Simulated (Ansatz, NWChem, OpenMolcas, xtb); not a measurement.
**A ladder of methods for InSiH4F (SMILES [F][InH][SiH3])**

InSiH4F: 7 atoms, total charge 0, spin state singlet. As SMILES, `[F][InH][SiH3]`. The coordinates come from a PBE0-D4/def2-TZVP relaxation.

```xyz
7

F    -0.1960   -2.3400    1.2988
In   -0.7560   -1.1649   -0.1768
Si    0.5280    1.0431   -0.0286
H    -1.9378   -1.9659   -1.1253
H     1.9860    0.7659   -0.1088
H     0.2260    1.6960    1.2722
H     0.1498    1.9658   -1.1314
```

Each level gives the vertical energy of the triplet above the singlet (eV). The values are calculated.

| level | kind | program | value (eV) | less CCSD(T)/def2-SVP | CPU time (all runs) |
| --- | --- | --- | --- | --- | --- |
| GFN0-xTB | semi-empirical | xtb | 3.44 | -0.91 | under 2 s |
| SVWN5/def2-SVP (core potential) | LDA | Ansatz | 3.90 | -0.45 | 9.2 s |
| BLYP/def2-SVP (core potential) | GGA | Ansatz | 3.90 | -0.45 | 16 s |
| TPSS/def2-SVP (core potential) | meta-GGA | OpenMolcas | 3.95 | -0.40 | 2.1 min |
| M06-2X/def2-SVP (core potential) | hybrid meta-GGA | OpenMolcas | 4.27 | -0.08 | 98 s |
| wB97X/def2-SVP (core potential) | range-separated hybrid | Ansatz | 4.51 | +0.16 | 83 s |
| B2PLYP/def2-SVP (core potential) | double hybrid | Ansatz | 4.30 | -0.05 | 27 s |
| PBE-QIDH/def2-SVP (core potential) | double hybrid | Ansatz | 4.40 | +0.05 | 28 s |
| MP2/def2-SVP (core potential) | perturbation theory | NWChem | 4.48 | +0.13 | 82 s |
| CCSD(T)/def2-SVP (core potential) | coupled cluster or CI | Ansatz | 4.35 | 0.00 | 72 s |

Differences are taken from CCSD(T)/def2-SVP (core potential) for orientation; it has basis-set and higher-order errors of its own. Spin-orbit coupling is left out. The values span 3.44 to 4.51 eV. GFN0-xTB: no spin polarisation, so open shells miss the exchange term that lowers them. In the correlated wave-function rows the outer d shell of In is correlated, in sets not made for it. The second state's dipole differs much between rows, so they may not all be the same state. CPU times are rough (shared hosts, several kinds of processor and program).

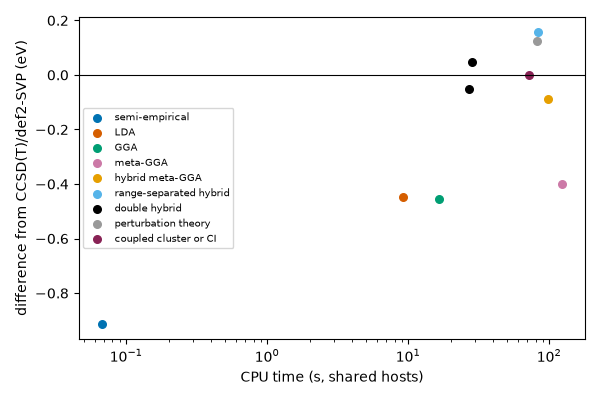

Difference from CCSD(T)/def2-SVP against processor time, one point a level.
